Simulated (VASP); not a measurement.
# La2CdAu2 with PBEsol + D3(BJ): from relaxation to properties, part 3 of 5

Aim: relax La2CdAu2 with PBEsol + D3(BJ), compute its properties on that cell and hold them against experiment. The start is a computed cell from the Materials Project.

VASP 6.6.1; PBEsol with D3(BJ); plane waves and PAW (La, Cd, Au).

Still holding for the runs below: The k-mesh is coarse for a metal.

So far. Step 3 (Second relaxation): It ends with a largest force of 0.006 eV/Å and a pressure of -0.05 GPa. The volume moved by under 0.01 %: the run met its threshold at the first step. Step 4 (Single point with fields (PBEsol + D3(BJ))): In this run the pressure is -0.05 GPa, small enough to go on. The relaxed cell has a = 7.985, c = 3.826 Å (conventional setting).

## (5) Band structure (PBEsol + D3(BJ))

Levels along the symmetry lines show where the bands peak and cross; KPOINTS_OPT computes them in the converged potential.

File INCAR:

```
SYSTEM = La2CdAu2
PREC = Accurate
ENCUT = 400
EDIFF = 1E-06
NELM = 100
ISMEAR = 1
SIGMA = 0.2
LREAL = .FALSE.
ALGO = Normal
GGA = PS
IVDW = 12
NBANDS = 83
LASPH = .TRUE.
LORBIT = 11
LWAVE = .FALSE.
LCHARG = .FALSE.
KPAR = 4
NCORE = 2
```

File POSCAR:

```
La2CdAu2
1.0
    7.9850284105      0.0000000000      0.0000000000
    0.0000000000      7.9850284105      0.0000000000
    0.0000000000      0.0000000000      3.8261864053
La Cd Au
4 2 4
Direct
    0.6735483012      0.1735483012      0.5000000000
    0.3264516988      0.8264516988      0.5000000000
    0.1735483012      0.3264516988      0.5000000000
    0.8264516988      0.6735483012      0.5000000000
    0.0000000000      0.0000000000      0.0000000000
    0.5000000000      0.5000000000      0.0000000000
    0.1273861330      0.6273861330      0.0000000000
    0.8726138670      0.3726138670      0.0000000000
    0.6273861330      0.8726138670      0.0000000000
    0.3726138670      0.1273861330      0.0000000000
```

File KPOINTS:

```
Automatic mesh
0
Gamma
3 3 6
0 0 0
```

File KPOINTS_OPT:

```
Line mode
12
Line-mode
Reciprocal
  0.00000000   0.00000000   0.00000000 GAMMA
  0.00000000   0.50000000   0.00000000 X

  0.00000000   0.50000000   0.00000000 X
  0.50000000   0.50000000   0.00000000 M

  0.50000000   0.50000000   0.00000000 M
  0.00000000   0.00000000   0.00000000 GAMMA

  0.00000000   0.00000000   0.00000000 GAMMA
  0.00000000   0.00000000   0.50000000 Z

  0.00000000   0.00000000   0.50000000 Z
  0.00000000   0.50000000   0.50000000 R

  0.00000000   0.50000000   0.50000000 R
  0.50000000   0.50000000   0.50000000 A

  0.50000000   0.50000000   0.50000000 A
  0.00000000   0.00000000   0.50000000 Z

  0.00000000   0.50000000   0.00000000 X
  0.00000000   0.50000000   0.50000000 R

  0.50000000   0.50000000   0.00000000 M
  0.50000000   0.50000000   0.50000000 A
```

Potentials, in the order of the species: La, Cd and Au (PBE family, release 64).

Command:

```console
> mpirun -np 8 vasp_std
```

The program printed:

```text
[... set-up lines as in an earlier step ...]
 entering main loop
       N       E                     dE             d eps       ncg     rms          rms(c)
DAV:   1     0.123534957467E+04    0.12353E+04   -0.33947E+04  2110   0.166E+03
DAV:   2     0.288123179189E+03   -0.94723E+03   -0.81371E+03  2224   0.367E+02
DAV:   3     0.277311546545E+02   -0.26039E+03   -0.21923E+03  2092   0.194E+02
DAV:   4    -0.443137685239E+02   -0.72045E+02   -0.64985E+02  3370   0.819E+01
DAV:   5    -0.517503157678E+02   -0.74365E+01   -0.71647E+01  3693   0.344E+01    0.169E+01
DAV:   6    -0.470167927363E+02    0.47335E+01   -0.57859E+01  3448   0.309E+01    0.979E+00
DAV:   7    -0.467024372485E+02    0.31436E+00   -0.68509E+00  3592   0.148E+01    0.470E+00
DAV:   8    -0.466292737682E+02    0.73163E-01   -0.12031E+00  3496   0.433E+00    0.146E+00
DAV:   9    -0.466079435163E+02    0.21330E-01   -0.21139E-01  3776   0.250E+00    0.525E-01
DAV:  10    -0.466086152279E+02   -0.67171E-03   -0.17533E-02  3720   0.664E-01    0.175E-01
DAV:  11    -0.466083884742E+02    0.22675E-03   -0.38000E-03  3752   0.317E-01    0.568E-02
DAV:  12    -0.466084338158E+02   -0.45342E-04   -0.41727E-04  3688   0.104E-01    0.223E-02
DAV:  13    -0.466084385011E+02   -0.46853E-05   -0.10771E-04  3880   0.500E-02    0.814E-03
DAV:  14    -0.466084406256E+02   -0.21245E-05   -0.20107E-05  3424   0.196E-02    0.679E-03
DAV:  15    -0.466084416830E+02   -0.10574E-05   -0.63048E-06  2880   0.102E-02    0.340E-03
DAV:  16    -0.466084423785E+02   -0.69547E-06   -0.21921E-06  2304   0.729E-03
   1 F= -.52078416E+02 E0= -.52076716E+02  d E =-.510233E-02
 Start KPOINTS_OPT (optional k-point list driver)
k-point batch [1-12\108]
       N       E                     dE             ncg
DAV:   1     0.143404476092E+05    0.95508E+04     2115
DAV:   2     0.227600688770E+04   -0.12064E+05     2240
DAV:   3    -0.144387909411E+04   -0.37199E+04     2286
DAV:   4    -0.212081992603E+04   -0.67694E+03     3295
DAV:   5    -0.218013340982E+04   -0.59313E+02     3705
DAV:   6    -0.218745866726E+04   -0.73253E+01     3832
DAV:   7    -0.218812720810E+04   -0.66854E+00     3744
DAV:   8    -0.218822875150E+04   -0.10154E+00     3816
DAV:   9    -0.218824571010E+04   -0.16959E-01     3736
DAV:  10    -0.218824946822E+04   -0.37581E-02     3808
DAV:  11    -0.218825035514E+04   -0.88692E-03     3728
DAV:  12    -0.218825057252E+04   -0.21738E-03     2584
DAV:  13    -0.218825062693E+04   -0.54415E-04     2256
DAV:  14    -0.218825064057E+04   -0.13640E-04     2256
DAV:  15    -0.218825064407E+04   -0.34998E-05     2256
DAV:  16    -0.218825064489E+04   -0.82023E-06     2144
[...]
k-point batch [97-108\108]
       N       E                     dE             ncg
DAV:   1     0.141747629036E+05   -0.10607E+05     2110
DAV:   2     0.223354465880E+04   -0.11941E+05     2240
DAV:   3    -0.134659701886E+04   -0.35801E+04     2279
DAV:   4    -0.205813885942E+04   -0.71154E+03     3281
DAV:   5    -0.211594734424E+04   -0.57808E+02     3676
DAV:   6    -0.212287070334E+04   -0.69234E+01     3856
DAV:   7    -0.212360041768E+04   -0.72971E+00     3768
DAV:   8    -0.212371722715E+04   -0.11681E+00     3864
DAV:   9    -0.212373824265E+04   -0.21015E-01     3760
DAV:  10    -0.212374296621E+04   -0.47236E-02     3856
DAV:  11    -0.212374410238E+04   -0.11362E-02     3736
DAV:  12    -0.212374438643E+04   -0.28405E-03     2936
DAV:  13    -0.212374445747E+04   -0.71042E-04     2280
DAV:  14    -0.212374447505E+04   -0.17576E-04     2256
DAV:  15    -0.212374447948E+04   -0.44368E-05     2256
DAV:  16    -0.212374448062E+04   -0.11339E-05     2176
DAV:  17    -0.212374448083E+04   -0.21667E-06     1904
```

Elapsed: 2.8 min, on 8 MPI ranks of Intel Xeon 6975P-C (Granite Rapids), shared host; peak memory 2.6 GiB; 18 min of CPU time.

OUTCAR, selected parts (step 5):

```text
   k-points           NKPTS =     12   k-points in BZ     NKDIM =     12   number of bands    NBANDS=     83

   NELECT =     112.0000    total number of electrons

 E-fermi :   8.0541

 k-point     1 :       0.0000    0.0000    0.0000
  band No.  band energies     occupation
    ...
     51       5.1433      2.00000
     52       5.9076      2.00000
     53       7.0452      2.00000
     54       7.0452      2.00000
     55       7.1160      2.00000
     56       8.3169     -0.06873
     57       8.8169     -0.00000
     58       8.8330     -0.00000
     59       9.1210     -0.00000
     60       9.1444     -0.00000
    ...

 Edisp (eV)   -5.46997

  Total      -0.08552    -0.08552    -0.06637     0.00000    -0.00000     0.00000
  in kB      -0.56161    -0.56161    -0.43589     0.00000    -0.00000     0.00000
  external pressure =       -0.52 kB  Pullay stress =        0.00 kB

 POSITION                                       TOTAL-FORCE (eV/Angst)
 -----------------------------------------------------------------------------------
      5.37830      1.38579      1.91309         0.003643      0.003643     -0.000000
      2.60673      6.59924      1.91309        -0.003643     -0.003643      0.000000
      1.38579      2.60673      1.91309         0.003643     -0.003643      0.000000
      6.59924      5.37830      1.91309        -0.003643      0.003643     -0.000000
      0.00000      0.00000      0.00000         0.000000      0.000000      0.000000
      3.99251      3.99251      0.00000         0.000000      0.000000      0.000000
      1.01718      5.00970      0.00000        -0.004175     -0.004175      0.000000
      6.96785      2.97533      0.00000         0.004175      0.004175      0.000000
      5.00970      6.96785      0.00000        -0.004175      0.004175      0.000000
      2.97533      1.01718      0.00000         0.004175     -0.004175     -0.000000
 -----------------------------------------------------------------------------------
    total drift:                               -0.000000     -0.000000      0.000000

  FREE ENERGIE OF THE ION-ELECTRON SYSTEM (eV)
  ---------------------------------------------------
  free  energy   TOTEN  =       -52.0784163988 eV

  energy  without entropy=      -52.0733140671  energy(sigma->0) =      -52.07671562

[... 10 parts as in an earlier step ...]

[... 6 further parts left out ...]
```

Spin-orbit coupling is off here; with elements this heavy it splits and shifts levels by tenths of an eV or more.

Numbers from this step:

| Property | Result |
| --- | --- |
| SCF cycles | 16 |
| bands | 83 |
| pressure | -0.05197 GPa |

Electronic bands along the path, in eV, zero at the Fermi level; # counts the bands kept, so #1 is VASP's band 17:

```tsv
point	#37	#38	#39	#40	#41	#42	#43	#44
Γ	-1.01	-1.01	-0.94	0.26	0.76	0.78	1.07	1.09
X	-0.85	-0.85	0.29	0.29	0.51	0.51	1.07	1.07
M	-0.31	-0.31	-0.06	-0.06	0.72	0.72	1.05	1.05
Γ	-1.01	-1.01	-0.94	0.26	0.76	0.78	1.07	1.09
Z	-2.10	-0.72	-0.44	-0.44	-0.10	0.18	0.18	0.98
R	-1.48	-1.48	-0.74	-0.74	-0.15	-0.15	0.36	0.36
A	-0.97	-0.97	-0.77	-0.77	-0.75	-0.75	-0.48	-0.48
Z	-2.10	-0.72	-0.44	-0.44	-0.10	0.18	0.18	0.98
jump to X	-0.85	-0.85	0.29	0.29	0.51	0.51	1.07	1.07
R	-1.48	-1.48	-0.74	-0.74	-0.15	-0.15	0.36	0.36
jump to M	-0.31	-0.31	-0.06	-0.06	0.72	0.72	1.05	1.05
A	-0.97	-0.97	-0.77	-0.77	-0.75	-0.75	-0.48	-0.48
```

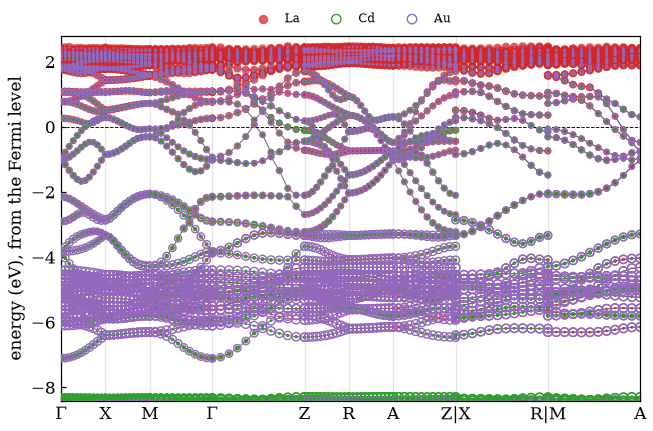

Electronic bands along the path; dots are coloured as in the legend, and their area grows with the weight.

There is no gap at this level.

[end of part 3 of 5]

[Lines on the potential files, build, host, timing and source positions are cut from VASP's logs without a mark.]

[Logs are printed without paths, hosts, clocks, repeated set-up lines and the standing remarks that a program may print on its own settings, such as how far it seeks lower states.]

[Hosts, paths, dates, database ids (printed as entryN), source tags and the programs' standing remarks are cut or masked in the printed files.]

[A measured line is paired with the nearest computed mode of its activity, which favours agreement.]
